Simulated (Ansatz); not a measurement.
Consider Lu3Zn2Ge.

Input file:

```
crystal:
  lattice:
    - [7.9928207308, 0.0, 0.0]
    - [-3.9964103654, 6.9219858008, 0.0]
    - [0.0, 0.0, 3.6729215844]
  atoms:
    - { symbol: Lu, position: [0.8555772135, 0.1444227865, 0.5] }
    - { symbol: Lu, position: [0.8555772135, 0.711154427, 0.5] }
    - { symbol: Lu, position: [0.288845573, 0.1444227865, 0.5] }
    - { symbol: Zn, position: [0.6666666667, 0.3333333333, 0.5] }
    - { symbol: Zn, position: [0.0, 0.0, 0.0] }
    - { symbol: Ge, position: [0.3333333333, 0.6666666667, 0.5] }
basis:
  ecutwfc: 420
kpoints:
  mp_grid: { grid: [6, 6, 10] }
hamiltonian:
  xc: pbe
scf:
  occupations: { method: gaussian, width: 0.1 }
output:
  forces: true
  stress: true
  eigenvalues: true
  write_density: true
  write_potential: true
  elf: true
  volumetric_format: npy
relax:
  adjacent_minimum: "off"
  f_tol: 0.01
  max_steps: 80
  cell: { stress_tol: 0.05 }
```

Launched as:

```sh
ansatz run input.yaml --threads 1 --pin off --max-ram 2560MiB --backend cpu --events-out ev --progress --plain --runs-dir out
```

Below, planes, directions and counts refer to the conventional cell (a = 8.01 Å, b = 8.01 Å, c = 3.68 Å, α = 90.00°, β = 90.00°, γ = 120.00°).

The fields are those of the run's last geometry, not of the input's.

Space group P-6m2; a structure generated by program, which may or may not match a known phase; computed without spin polarisation.

All numbers below come from DFT PBE, scalar-relativistic, plane waves, PAW (Ansatz 0.2.0).

> What can the converged valence pseudo-density and electron localisation function tell about the bonding?

Lu–Zn (2.63 Å): the density is about 0.3 e/Å³ at the midpoint; the ELF is about 0.20 at the midpoint; no shared electron pair shows on this line.
Lu–Zn (2.72 Å): ρ is about 0.27 e/Å³ halfway; the ELF is about 0.25 at the midpoint (no shared electron pair shows on this line).

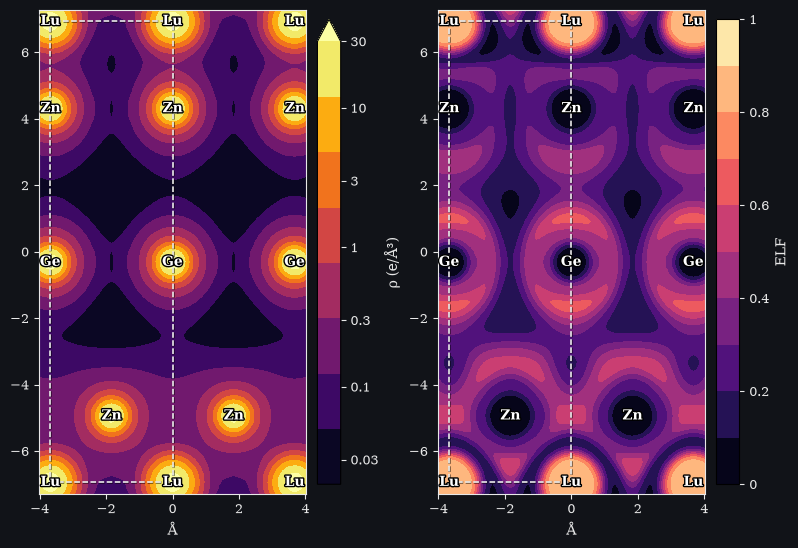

Computed valence pseudo-density and electron localisation function on the (110) plane of the conventional cell, in this order. 

In a PAW calculation such maps are meaningful between the atoms, not at the nuclei.
